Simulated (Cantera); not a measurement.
Feed: 1 mol Al, 0.52 mol HCl, 3.5 mol H2, equilibrated at 77.0 mbar.

Equilibrium computed with Cantera from the NASA thermochemical tables; the gas is ideal and each condensed phase is pure. Candidate condensed phases: Al, AlCl3; 12 gas species. The tables' values for AlCl2 are old estimates; treat these amounts as uncertain. Equilibrium is a limit: real reactors are often held back by kinetics, nucleation or transport.

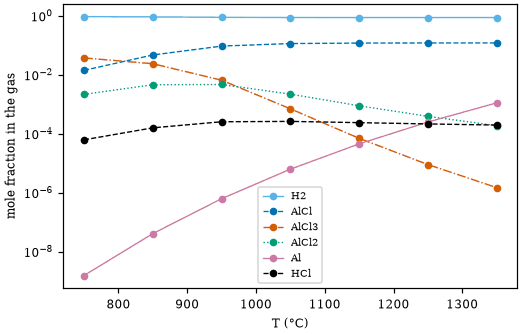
Equilibrium gas composition (values under 1e-9 drawn at 1e-9)

Question: Read off the mole fractions at 1350 °C.

Answer: H2 about 0.88, AlCl about 0.12, Al about 0.0011, HCl about 0.00020, AlCl2 about 0.00019, AlCl3 about 1.5e-6.
